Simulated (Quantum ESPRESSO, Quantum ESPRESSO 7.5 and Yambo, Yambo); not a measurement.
**Quasiparticle gap of BAs (F-43m) in Yambo**

How does a plane-wave GW calculation on BAs (F-43m) run from the first input to the gap?

Method: PBE and many-body steps on it, plane waves, in Quantum ESPRESSO 7.5 and Yambo 5.3.0.

**The experiments to reproduce.**

- Gap 1.82 eV: indirect gap from Tauc plot of optical absorption; UV-visible absorption, indirect Tauc plot; 300 K; bulk crystal (three thin as-grown single crystals with the same absorption edge) (“Photoluminescence mapping and time-domain thermo-photoluminescence for rapid imaging and measurement of thermal conductivity of boron arsenide”, 2019, arxiv:1910.07149).

- Gap 4.12 eV: direct gap from square of absorption coefficient, average of two samples; spectroscopic ellipsometry; 300 K; bulk crystal (CVT-grown opaque bulk crystals) (“Optical properties of cubic boron arsenide”, 2019, arxiv:1911.04914).

- Gap 2.02 eV: indirect gap from square root of absorption coefficient, average of three samples; transmission and reflection spectroscopy; 300 K; bulk crystal (CVT-grown platelets about 10 um thick) (“Optical properties of cubic boron arsenide”, 2019, arxiv:1911.04914).

## 1. The starting structure

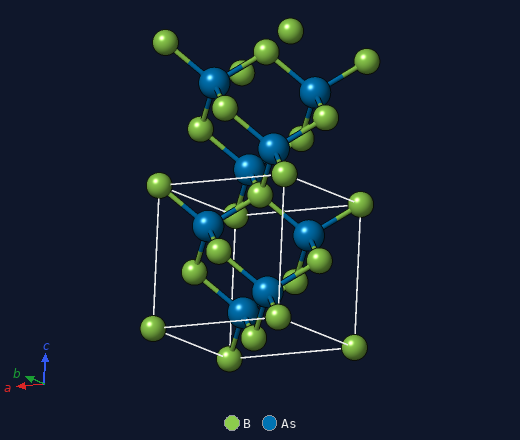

Start, viewed from a free direction; boron green, arsenic blue. 1×1×2 cells are drawn. This picture shows the conventional cell, with its axes. Bonds to atoms that aren't drawn are left out. Some periodic images of atoms are drawn too.

The cell and positions come from the Crystallography Open Database and are kept as given unless a step says otherwise.

## 2. Ground state

This step: Quantum ESPRESSO 7.5; DFT, PBE, plane waves, norm-conserving pseudopotentials.

The ground-state density comes first.

File pw.in:

```
&control
  calculation = 'scf'
  prefix = 'x'
  outdir = 'o'
  pseudo_dir = 'pseudo'
/
&system
  ibrav = 0
  nat = 2
  ntyp = 2
  ecutwfc = 76.0
  nbnd = 14
  force_symmorphic = .true.
/
&electrons
  conv_thr = 1e-10
  electron_maxstep = 80
  mixing_beta = 0.5
/
ATOMIC_SPECIES
  B 10.81 B.upf
  As 74.922 As.upf
CELL_PARAMETERS angstrom
  -0.0000000000 2.3885000000 2.3885000000
  2.3885000000 -0.0000000000 2.3885000000
  2.3885000000 2.3885000000 -0.0000000000
ATOMIC_POSITIONS crystal
  B 0.0000000000 0.0000000000 0.0000000000
  As 0.2500000000 0.2500000000 0.2500000000
K_POINTS automatic
  8 8 8 0 0 0
```

Launch:

```console
OMP_NUM_THREADS=1 mpirun -n 4 pw.x -nk 4 -in pw.in > pw.out
```

What it wrote:

```text
Program PWSCF v.7.5 starts

     This program is part of the open-source Quantum ESPRESSO suite
     for quantum simulation of materials; please cite
         "P. Giannozzi et al., J. Phys.:Condens. Matter 21 395502 (2009);
         "P. Giannozzi et al., J. Phys.:Condens. Matter 29 465901 (2017);
         "P. Giannozzi et al., J. Chem. Phys. 152 154105 (2020);
     in publications or presentations arising from this work. More details at
     Message from routine setup:
     using ibrav=0 with symmetry is DISCOURAGED, use correct ibrav instead

     G-vector sticks info

     bravais-lattice index     =            0
     lattice parameter (alat)  =       6.3832  a.u.
     unit-cell volume          =     183.9087 (a.u.)^3
     number of atoms/cell      =            2
     number of atomic types    =            2
     number of electrons       =        18.00
     number of Kohn-Sham states=           14
     kinetic-energy cutoff     =      76.0000  Ry
     charge density cutoff     =     304.0000  Ry
     scf convergence threshold =      1.0E-10
     mixing beta               =       0.5000
     number of iterations used =            8  plain     mixing
     Exchange-correlation= PBE
                           (   1   4   3   4   0   0   0)

     celldm(1)=   6.383210  celldm(2)=   0.000000  celldm(3)=   0.000000
     celldm(4)=   0.000000  celldm(5)=   0.000000  celldm(6)=   0.000000

     crystal axes: (cart. coord. in units of alat)
               a(1) = (  -0.000000   0.707107   0.707107 )
               a(2) = (   0.707107  -0.000000   0.707107 )
               a(3) = (   0.707107   0.707107  -0.000000 )

     reciprocal axes: (cart. coord. in units 2 pi/alat)
               b(1) = ( -0.707107  0.707107  0.707107 )
               b(2) = (  0.707107 -0.707107  0.707107 )
               b(3) = (  0.707107  0.707107 -0.707107 )
     Pseudo is Norm-conserving + core correction, Zval =  3.0
     Generated using ONCVPSP code by D. R. Hamann
     Using radial grid of 1534 points,  4 beta functions with:
     Pseudo is Norm-conserving + core correction, Zval = 15.0
     Generated using ONCVPSP code by D. R. Hamann
     Using radial grid of 1358 points,  6 beta functions with:
     B                 3.00    10.81000     B ( 1.00)
     As               15.00    74.92200     As( 1.00)

     24 Sym. Ops. (no inversion) found

   Cartesian axes

     site n.     atom                  positions (alat units)
         1        B      tau(   1) = (   0.0000000   0.0000000   0.0000000  )
         2        As     tau(   2) = (   0.3535534   0.3535534   0.3535534  )

     number of k points=    29
                       cart. coord. in units 2pi/alat
        k(    1) = (   0.0000000   0.0000000   0.0000000), wk =   0.0039062
        k(    2) = (   0.0883883   0.0883883  -0.0883883), wk =   0.0312500
        k(    3) = (   0.1767767   0.1767767  -0.1767767), wk =   0.0312500
        k(    4) = (   0.2651650   0.2651650  -0.2651650), wk =   0.0312500
        k(    5) = (  -0.3535534  -0.3535534   0.3535534), wk =   0.0156250
        k(    6) = (   0.1767767   0.0000000   0.0000000), wk =   0.0234375
        k(    7) = (   0.2651650   0.0883883  -0.0883883), wk =   0.0937500
        k(    8) = (   0.3535534   0.1767767  -0.1767767), wk =   0.0937500
        k(    9) = (  -0.2651650  -0.4419417   0.4419417), wk =   0.0937500
        k(   10) = (  -0.1767767  -0.3535534   0.3535534), wk =   0.0937500
     [... 17 further rows ...]
        k(   28) = (  -0.7071068   0.1767767  -0.0000000), wk =   0.0468750
        k(   29) = (  -0.7071068   0.3535534   0.0000000), wk =   0.0234375

     Dense  grid:    16457 G-vectors     FFT dimensions: (  36,  36,  36)

     Initial potential from superposition of free atoms

     starting charge      17.9995, renormalised to      18.0000
     Starting wfcs are   13 randomized atomic wfcs +    1 random wfcs

     per-process dynamical memory:    17.7 Mb

     Self-consistent Calculation

     iteration #  1     ecut=    76.00 Ry     beta= 0.50

     Threshold (ethr) on eigenvalues was too large:
     Diagonalizing with lowered threshold

     total energy              =    -217.98944707 Ry
     estimated scf accuracy    <       0.15333376 Ry

     iteration #  2     ecut=    76.00 Ry     beta= 0.50

     total energy              =    -218.01717716 Ry
     estimated scf accuracy    <       0.01081892 Ry

     iteration #  3     ecut=    76.00 Ry     beta= 0.50

     total energy              =    -218.01796640 Ry
     estimated scf accuracy    <       0.00168902 Ry

     iteration #  4     ecut=    76.00 Ry     beta= 0.50

     total energy              =    -218.01805485 Ry
     estimated scf accuracy    <       0.00003146 Ry

     iteration #  5     ecut=    76.00 Ry     beta= 0.50

     total energy              =    -218.01806231 Ry
     estimated scf accuracy    <       0.00000367 Ry

     iteration #  6     ecut=    76.00 Ry     beta= 0.50

     total energy              =    -218.01806295 Ry
     estimated scf accuracy    <       0.00000015 Ry

     iteration #  7     ecut=    76.00 Ry     beta= 0.50

     total energy              =    -218.01806298 Ry
     estimated scf accuracy    <       0.00000002 Ry

     iteration #  8     ecut=    76.00 Ry     beta= 0.50

     total energy              =    -218.01806299 Ry
     estimated scf accuracy    <          2.4E-09 Ry

     iteration #  9     ecut=    76.00 Ry     beta= 0.50

     End of self-consistent calculation

          k = 0.0000 0.0000 0.0000 (  2085 PWs)   bands (ev):

   -24.5718 -24.5718 -24.5718 -24.5524 -24.5524  -4.0540  11.3431  11.3431
    11.3431  14.6353  14.6353  14.6353  16.0307  20.9518

          k = 0.0884 0.0884-0.0884 (  2055 PWs)   bands (ev):

   -24.5707 -24.5703 -24.5703 -24.5520 -24.5520  -3.7982   9.3822  10.9063
    10.9063  14.7491  15.2123  15.2123  17.3126  21.8945

          k = 0.1768 0.1768-0.1768 (  2060 PWs)   bands (ev):

   -24.5699 -24.5680 -24.5680 -24.5513 -24.5513  -3.0534   6.4120  10.1970
    10.1970  14.4197  16.0141  16.0141  19.2641  22.6749

          k = 0.2652 0.2652-0.2652 (  2045 PWs)   bands (ev):

     [... further k-points ...]

     highest occupied, lowest unoccupied level (ev):    11.3431   12.5523

!    total energy              =    -218.01806299 Ry
     estimated scf accuracy    <          7.7E-11 Ry

     The total energy is the sum of the following terms:
     one-electron contribution =    -102.12896417 Ry
     hartree contribution      =      60.97026859 Ry
     xc contribution           =     -50.01724466 Ry
     ewald contribution        =    -126.84212275 Ry

     convergence has been achieved in   9 iterations

     XML data file, charge density, pseudopotentials, collected wavefunctions

=------------------------------------------------------------------------------=
   JOB DONE.
=------------------------------------------------------------------------------=
```

The job ended after 4.6 s (4 MPI ranks of Arm Neoverse V1, shared host; peak memory 0.21 GiB; 18 s of CPU time).

Numbers from this step:

```yaml
total_energy: -2966.2869 eV
gap: 1.209 eV
k_of_the_valence_top: 0, 0, 0
k_of_the_conduction_bottom: 0, 0.375, 0.375
least_direct_gap: 3.292 eV
```

The gap is indirect, with the least direct gap 2.08 eV higher.

## 3. Bands along the symmetry lines

The cheap functional maps the bands first; the places of the edges decide which points the dearer methods must see.

File pw.in:

```
&control
  calculation = 'bands'
  prefix = 'x'
  outdir = 'o'
  pseudo_dir = 'pseudo'
/
&system
  ibrav = 0
  nat = 2
  ntyp = 2
  ecutwfc = 76.0
  nbnd = 15
  force_symmorphic = .true.
/
&electrons
  conv_thr = 1e-9
  electron_maxstep = 80
  diago_full_acc = .true.
  diago_thr_init = 5e-6
/
ATOMIC_SPECIES
  B 10.81 B.upf
  As 74.922 As.upf
CELL_PARAMETERS angstrom
  -0.0000000000 2.3885000000 2.3885000000
  2.3885000000 -0.0000000000 2.3885000000
  2.3885000000 2.3885000000 -0.0000000000
ATOMIC_POSITIONS crystal
  B 0.0000000000 0.0000000000 0.0000000000
  As 0.2500000000 0.2500000000 0.2500000000
K_POINTS crystal
  50
  0.00000000 0.00000000 0.00000000 1
  -0.06250000 -0.06250000 0.00000000 1
  -0.12500000 -0.12500000 0.00000000 1
  -0.18750000 -0.18750000 0.00000000 1
  -0.25000000 -0.25000000 0.00000000 1
  -0.31250000 -0.31250000 0.00000000 1
  -0.37500000 -0.37500000 0.00000000 1
  -0.43750000 -0.43750000 0.00000000 1
  -0.50000000 -0.50000000 0.00000000 1
  -0.48437500 -0.48437500 0.03125000 1
  -0.46875000 -0.46875000 0.06250000 1
  -0.45312500 -0.45312500 0.09375000 1
  -0.43750000 -0.43750000 0.12500000 1
  -0.42187500 -0.42187500 0.15625000 1
  -0.40625000 -0.40625000 0.18750000 1
  -0.39062500 -0.39062500 0.21875000 1
  -0.37500000 -0.37500000 0.25000000 1
  -0.37500000 0.00000000 0.37500000 1
  -0.32812500 0.00000000 0.32812500 1
  -0.28125000 0.00000000 0.28125000 1
  -0.23437500 0.00000000 0.23437500 1
  -0.18750000 0.00000000 0.18750000 1
  -0.14062500 0.00000000 0.14062500 1
  -0.09375000 0.00000000 0.09375000 1
  -0.04687500 0.00000000 0.04687500 1
  0.00000000 0.00000000 0.00000000 1
  0.00000000 0.00000000 0.06250000 1
  0.00000000 0.00000000 0.12500000 1
  0.00000000 0.00000000 0.18750000 1
  0.00000000 0.00000000 0.25000000 1
  0.00000000 0.00000000 0.31250000 1
  0.00000000 0.00000000 0.37500000 1
  0.00000000 0.00000000 0.43750000 1
  -0.00000000 -0.00000000 0.50000000 1
  -0.06250000 -0.03125000 0.46875000 1
  -0.12500000 -0.06250000 0.43750000 1
  -0.18750000 -0.09375000 0.40625000 1
  -0.25000000 -0.12500000 0.37500000 1
  -0.31250000 -0.15625000 0.34375000 1
  -0.37500000 -0.18750000 0.31250000 1
  -0.43750000 -0.21875000 0.28125000 1
  -0.50000000 -0.25000000 0.25000000 1
  -0.50000000 -0.28125000 0.21875000 1
  -0.50000000 -0.31250000 0.18750000 1
  -0.50000000 -0.34375000 0.15625000 1
  -0.50000000 -0.37500000 0.12500000 1
  -0.50000000 -0.40625000 0.09375000 1
  -0.50000000 -0.43750000 0.06250000 1
  -0.50000000 -0.46875000 0.03125000 1
  -0.50000000 -0.50000000 0.00000000 1
```

What it wrote:

```text
[banner, memory and clock lines left out]
Program PWSCF v.7.5 starts

     Atomic positions and unit cell read from directory:
     o/x.save/

     Message from routine setup:
     using ibrav=0 with symmetry is DISCOURAGED, use correct ibrav instead

     G-vector sticks info

     bravais-lattice index     =            0
     lattice parameter (alat)  =       6.3832  a.u.
     unit-cell volume          =     183.9087 (a.u.)^3
     number of atoms/cell      =            2
     number of atomic types    =            2
     number of electrons       =        18.00
     number of Kohn-Sham states=           15
     kinetic-energy cutoff     =      76.0000  Ry
     charge density cutoff     =     304.0000  Ry
     Exchange-correlation= PBE
                           (   1   4   3   4   0   0   0)

     celldm(1)=   6.383210  celldm(2)=   0.000000  celldm(3)=   0.000000
     celldm(4)=   0.000000  celldm(5)=   0.000000  celldm(6)=   0.000000

     crystal axes: (cart. coord. in units of alat)
               a(1) = (  -0.000000   0.707107   0.707107 )
               a(2) = (   0.707107  -0.000000   0.707107 )
               a(3) = (   0.707107   0.707107  -0.000000 )

     reciprocal axes: (cart. coord. in units 2 pi/alat)
               b(1) = ( -0.707107  0.707107  0.707107 )
               b(2) = (  0.707107 -0.707107  0.707107 )
               b(3) = (  0.707107  0.707107 -0.707107 )
     Pseudo is Norm-conserving + core correction, Zval =  3.0
     Generated using ONCVPSP code by D. R. Hamann
     Using radial grid of 1534 points,  4 beta functions with:
     Pseudo is Norm-conserving + core correction, Zval = 15.0
     Generated using ONCVPSP code by D. R. Hamann
     Using radial grid of 1358 points,  6 beta functions with:
     B                 3.00    10.81000     B ( 1.00)
     As               15.00    74.92200     As( 1.00)

     24 Sym. Ops. (no inversion) found

   Cartesian axes

     site n.     atom                  positions (alat units)
         1        B      tau(   1) = (   0.0000000   0.0000000   0.0000000  )
         2        As     tau(   2) = (   0.3535534   0.3535534   0.3535534  )

     number of k points=    50
                       cart. coord. in units 2pi/alat
        k(    1) = (   0.0000000   0.0000000   0.0000000), wk =   0.0400000
        k(    2) = (   0.0000000   0.0000000  -0.0883883), wk =   0.0400000
        k(    3) = (   0.0000000   0.0000000  -0.1767767), wk =   0.0400000
[...]
[... 38 further rows ...]
        k(   49) = (   0.0441942  -0.0000000  -0.7071068), wk =   0.0400000
        k(   50) = (   0.0000000   0.0000000  -0.7071068), wk =   0.0400000

     Dense  grid:    16457 G-vectors     FFT dimensions: (  36,  36,  36)

     The potential is recalculated from file :
     o/x.save/charge-density

     Starting wfcs are   13 randomized atomic wfcs +    2 random wfcs

     Band Structure Calculation

     End of band structure calculation

          k = 0.0000 0.0000 0.0000 (  2085 PWs)   bands (ev):

   -24.5717 -24.5717 -24.5717 -24.5522 -24.5522  -4.0540  11.3431  11.3431
    11.3431  14.6353  14.6353  14.6353  16.0308  20.9518  24.5117

          k = 0.0000 0.0000-0.0884 (  2069 PWs)   bands (ev):

   -24.5718 -24.5708 -24.5708 -24.5521 -24.5520  -3.9684  10.9155  10.9621
    10.9621  14.3993  15.1107  15.1107  16.4160  21.3045  23.0942

          k = 0.0000 0.0000-0.1768 (  2037 PWs)   bands (ev):

   -24.5720 -24.5686 -24.5686 -24.5525 -24.5510  -3.7125   9.8951  10.1849
    10.1849  13.9367  16.1661  16.1661  16.9852  21.5696  22.2617

          k =-0.0000 0.0000-0.2652 (  2045 PWs)   bands (ev):

[...]
k = 0.0000 0.0000-0.3536 (  2045 PWs)   bands (ev):

[...]
k = 0.0000-0.0000-0.4419 (  2048 PWs)   bands (ev):

[...]
k =-0.0000 0.0000-0.5303 (  2068 PWs)   bands (ev):

[...]
k = 0.0000-0.0000-0.6187 (  2064 PWs)   bands (ev):

[...]
k = 0.5303-0.0000-0.5303 (  2065 PWs)   bands (ev):

[...]
k = 0.0000 0.0000 0.0000 (  2085 PWs)   bands (ev):

[...]
k = 0.1326 0.0000-0.7071 (  2060 PWs)   bands (ev):

[...]
k = 0.0884-0.0000-0.7071 (  2062 PWs)   bands (ev):

[...]
k = 0.0442-0.0000-0.7071 (  2058 PWs)   bands (ev):

   -24.5762 -24.5577 -24.5556 -24.5552 -24.5460   0.1298   2.8434   7.2094
     7.2170  12.9034  12.9141  22.6186  22.6701  24.1744  28.3235

          k = 0.0000 0.0000-0.7071 (  2044 PWs)   bands (ev):

   -24.5764 -24.5577 -24.5552 -24.5552 -24.5455   0.1241   2.8295   7.2706
     7.2706  12.7976  12.8019  22.7351  22.7351  24.2349  28.6110

     XML data file, pseudopotentials, collected wavefunctions
```

Wall time 2.8 s (4 MPI ranks); peak memory 0.18 GiB; 11 s of CPU time.

This step gave:

```yaml
gap: 1.209 eV
k_of_the_valence_top: 0, 0, 0
k_of_the_conduction_bottom: -0.375, -0.375, 0
least_direct_gap: 3.292 eV
```

The gap is 1.209 eV, as in the run before at this level.

Electronic bands along the path, in eV, zero at the top of the highest filled band:

```csv
point,band 6,band 7,band 8,band 9,band 10,band 11,band 12,band 13
Γ,-15.40,0.00,0.00,0.00,3.29,3.29,3.29,4.69
X,-11.22,-8.51,-4.07,-4.07,1.45,1.46,11.39,11.39
U,-11.26,-8.13,-5.94,-3.48,2.06,5.57,9.24,9.78
jump to K,-11.26,-8.13,-5.94,-3.48,2.06,5.57,9.24,9.78
Γ,-15.40,0.00,0.00,0.00,3.29,3.29,3.29,4.69
L,-12.53,-8.77,-1.82,-1.82,2.70,4.81,4.81,8.91
W,-11.06,-8.05,-5.48,-5.18,5.28,5.95,6.83,7.06
X,-11.22,-8.51,-4.07,-4.07,1.45,1.46,11.39,11.39
```

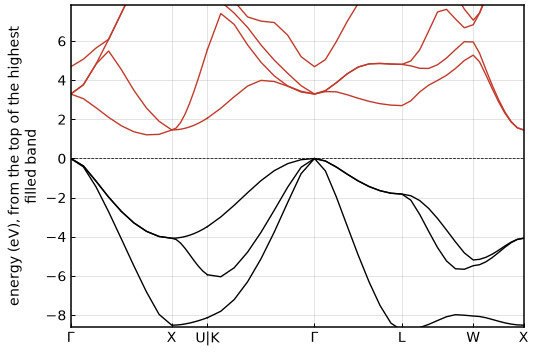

Electronic bands along the path; lines of filled and empty bands in two colours.

[end of part 1 of 3]

[Paths, hosts, dates, memory and timing lines, banners, echoed tables and standing remarks are left out of the program output.]

[Logs are printed without paths, hosts, clocks, repeated set-up lines and the standing remarks that a program may print on its own settings, such as how far it seeks lower states.]

[Runs of the session that timed out or met a known fault of the program may be left out.]

[Hosts, paths, dates, database ids (printed as entryN), source tags and the programs' standing remarks are cut or masked in the printed files.]
